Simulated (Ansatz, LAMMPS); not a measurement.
# Squeezing and shearing glassy 57SiO2-36ZnO-7P2O5 (mol %) (128 atoms), part 4 of 4

How stiff is glassy 57SiO2-36ZnO-7P2O5 (mol %) (128 atoms), and how do its levels respond to strain?

Ansatz 0.2.0; Kohn-Sham DFT, revPBE, PAW (set soft_2), plane waves.

The cell: 25 Si, 16 Zn, 6 P and 81 O. The quench rate of 25 K/ps far exceeds what a furnace or splat quench reaches. The starting topology of bonds comes from the classical model. The Brillouin zone is sampled at Γ only.

So far. Step 11 (Compressed by 1 % along x): The relaxation converged after 5 steps, 0.0992 eV below its start, with a largest force component of 0.028 eV/Å. Step 11 (Compressed by 1 % along x): Compressed by 1 % along x: the energy stands 0.0567 eV above that of the reference, at a pressure of 0.618 GPa.

**12. Sheared by 2 % in xy**

A shear of the relaxed cell gives the modulus that volume changes can't reach.

The input, input.yaml:

```yaml
crystal:
  lattice:
    - [12.38866, -0.18692, 0.04412]
    - [-0.18986, 12.09535, -0.00439]
    - [0.04408, -0.00395, 12.08175]
  atoms:
    [... the 128 atom lines of step 4 ...]
kpoints:
  mp_grid: { grid: [1, 1, 1] }
hamiltonian:
  xc: revpbe
scf:
  occupations: { method: fixed }
output:
  forces: true
  eigenvalues: true
  stress: true
relax:
  f_tol: 0.05
  max_steps: 70
```

Command:

```sh
ansatz run input.yaml --threads 4 --pin off --max-ram 8192MiB --backend cpu --events-out ev --progress --plain --runs-dir out
```

Numbers of over 12 decimals in the logs are rounded to 6 here.

What it wrote:

```text
[...]
Crystal: 128 atoms, lattice volume = 1809.940 Å³
Basis set: ecut = 420 eV, 35367 PW (Γ), exchange–correlation on 180×162×162 points (8 copies of the dense FFT grid, shifted against one another)
Bands: 532, of which v1, the nominal top of the filled ones, is band 404 counted from 1 (403 counted from 0)
Symmetry: 1 space group operations
[...]
k-points: 1
[...]
SCF iter   1: F=—  HF=-119820.304170 eV  |F-HF|=—  |Δ(HF+E_count)|=         —  Δρ=3.93e-3  dr2=2.76e-1  ethr=1.77e-3  ⟨swp⟩=5.0  Hψ=2039  notcnv=0  defer=125
[...]
SCF iter   7: F=-119820.270666 eV  HF=-119820.270673 eV  |F-HF|=6.84e-6  |Δ(HF+E_count)|=   1.46e-5  Δρ=3.34e-5  dr2=1.73e-5  ethr=7.74e-9  ⟨swp⟩=19.0  Hψ=3621  notcnv=0
SCF 1 converged in 7 iterations: F = -119820.270666 eV  dr2 = 1.73e-5
[...]
relax step   1: F+E_penalty+E_count = -119820.27066597 eV  Δ(F+E_penalty+E_count) = +0.000e0 eV  max|allowed force component| = 7.158e-1 eV/Å  Δτ_max = 0.0000 Å  (7 SCF iters, dr2 threshold 6.25e-5 eV, accepted)
[...]
relax step   2: F+E_penalty+E_count = -119820.36284694 eV  Δ(F+E_penalty+E_count) = -9.218e-2 eV  max|allowed force component| = 4.195e-1 eV/Å  Δτ_max = 0.0168 Å  (6 SCF iters, dr2 threshold 3.20e-5 eV, accepted)
[...]
relax step   3: F+E_penalty+E_count = -119820.42153966 eV  Δ(F+E_penalty+E_count) = -5.869e-2 eV  max|allowed force component| = 6.636e-2 eV/Å  Δτ_max = 0.0308 Å  (6 SCF iters, dr2 threshold 1.10e-5 eV, accepted)
relax step   4: F+E_penalty+E_count = -119820.31953832 eV  Δ(F+E_penalty+E_count) = +1.020e-1 eV  max|allowed force component| = 3.113e-1 eV/Å  Δτ_max = 0.1526 Å  (11 SCF iters, rejected (line search))
[...]
relax step   5: F+E_penalty+E_count = -119820.42895427 eV  Δ(F+E_penalty+E_count) = -7.415e-3 eV  max|allowed force component| = 3.489e-2 eV/Å  Δτ_max = 0.0226 Å  (11 SCF iters, accepted)
SCF converged after 11 iterations
Free energy (F): -119820.428954 eV
[...]
Internal energy: -119820.428954 eV  (E = F + TS)
E sigma→0 (E₀):  -119820.428954 eV
Fermi energy:    3.213584 eV
[...]
--- Forces (eV/Å), atoms counted from 1 ---
  atom   1  Si     0.00000206    -0.01186370    -0.00674544
  atom   2  Si    -0.00770458     0.00469069    -0.00559704
  atom   3  Si     0.00632985    -0.00784992    -0.00498956
  atom   4  Si    -0.00993161    -0.00114499    -0.00424678
  atom   5  Si     0.00102943     0.01466026    -0.01072671
  atom   6  Si     0.00065899     0.00379693    -0.00580917
  atom   7  Si    -0.00112517     0.00673485     0.00205285
  atom   8  Si     0.00493135     0.00139139    -0.02259930
  atom   9  Si    -0.00634708     0.00491839     0.00688116
  atom  10  Si     0.00073107     0.01100131     0.00164092
  atom  11  Si     0.01455619     0.00884459     0.00042124
  atom  12  Si    -0.00497802     0.01768825    -0.00566291
  atom  13  Si    -0.02527268     0.00694515     0.02311014
  atom  14  Si     0.00200884    -0.00930077    -0.00259347
[...]
atom 127  O      0.00173507    -0.00077741    -0.00057415
  atom 128  O     -0.00089370     0.00304480    -0.00763717
  max |Σ_I F_I| component: 9.65e-5 eV/Å
--- Stress (GPa, compression-positive) ---
       -0.013529      -0.738783      -0.012029
       -0.738783      -0.004757      -0.024351
       -0.012028      -0.024352       0.020110
  P = ⅓ Tr σ = 0.0006 GPa (0.006 kbar)
--- Band table (eV) ---
[...]
--- Relaxed structure (5 steps of the walk, 4 accepted, 0 SCFs on fresh bases) ---
  F+E_penalty+E_count = -119820.42895427 eV   max|allowed force component| = 3.489e-2 eV/Å
  atoms:
    - { symbol: Si, position: [0.949962, 0.533318, 0.518261] }
    - { symbol: Si, position: [0.451682, 0.194479, 0.425234] }
    - { symbol: Si, position: [0.796983, 0.833946, 0.980564] }
    - { symbol: Si, position: [0.932775, 0.779342, 0.441325] }
[...]
- { symbol: O, position: [0.837771, 0.512453, 0.966998] }
```

Wall time 77 s (4 threads of Intel Xeon 6975P-C (Granite Rapids), shared host); peak memory 2.8 GiB.

The relaxation converged after 5 steps, 0.158 eV below its start, with a largest force component of 0.035 eV/Å.

Sheared by 2 % in xy: the energy stands 0.0861 eV above that of the reference, at a pressure of 6.1e-4 GPa.

**13. Pressure against volume**

Atoms are relaxed at each volume, in the scaled cell.

```tsv
volume change (%)	volume (Å³/atom)	energy change (meV/atom)	pressure (GPa)	largest move on relaxing (Å)	bonds	gap (eV)
-10	12.727	24.92	6.21	0.83	188	3.29
-6	13.293	7.97	3.48	0.73	187	3.19
-3	13.717	2.13	1.58	0.24	188	3.17
+0	14.142	0.00	0.00	-	186	3.06
+3	14.566	1.87	-1.43	0.36	186	2.96
+6	14.990	4.19	-1.78	1.39	183	2.85
```

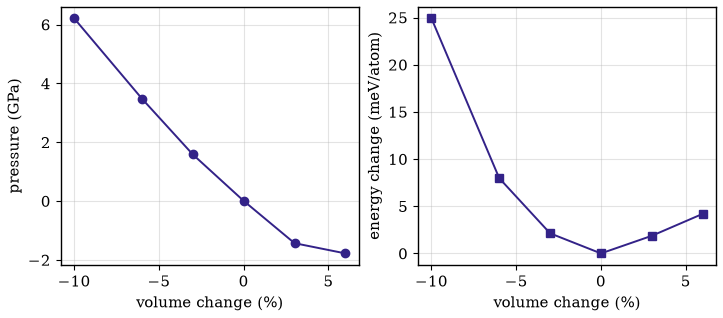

Pressure and energy against volume.

**14. Uniaxial strain and shear**

Stress (GPa, compression positive) less that of the relaxed cell, atoms relaxed:

```tsv
strain	xx	yy	zz	xy	energy change (meV/atom)
stretched by 1 % along x	-0.926	-0.381	-0.322	-0.032	0.42
compressed by 1 % along x	1.036	0.429	0.374	0.030	0.44
sheared by 2 % in xy	-0.036	-0.003	0.025	-0.723	0.67
```

**15. Outcome**

The bulk modulus, from the slope of pressure against ln V over the three points nearest the relaxed volume, is 50.3 GPa; a quadratic over all points gives a pressure derivative of about 7.0. The count of bonds runs from 183 to 188 over the series, so at some points contacts cross the cutoffs. At -10 %, -6 % and +6 % some atom moved by over 0.5 Å on relaxing, so those points may sit in another local minimum. The gap goes from 3.29 eV at the smallest volume to 2.85 eV at the largest, -2.7 eV per unit of ln V by a straight line, on the run's k-points. In the Cartesian axes of the cell, finite differences give C11 = 98.1, C12 = 40.5, C13 = 34.8 and C66 = 36.2 GPa (the shear of 2 % is the engineering strain, εxy = 0.01). The mean of C11, C12 and C13, which equals the bulk modulus in a cubic or isotropic solid, is 57.8 GPa: it lies 15 % over the bulk modulus from the volumes. For an isotropic solid C66 would equal (C11 − C12)/2 = 28.8 GPa; so small a sample needn't be isotropic, and C66 rests on one shear. With the bulk modulus and C66 as K and G, Young's modulus would be about 88 GPa and Poisson's ratio 0.21.

**Limits.** Strains are finite and relaxations stop at the force tolerance of the input, which can leave moduli too stiff; they are those of a static cell at zero temperature. Volumes are changed with the cell's shape held, so in an anisotropic solid the modulus lies over the one under free hydrostatic load. The program notes that the SCF threshold of the relaxations is loose for the stress.

The DFT runs together took 30 min of wall time.

[Logs are printed without paths, hosts, clocks, repeated set-up lines and the standing remarks that a program may print on its own settings, such as how far it seeks lower states.]

[Hosts, paths, dates, database ids (printed as entryN), source tags and the programs' standing remarks are cut or masked in the printed files.]
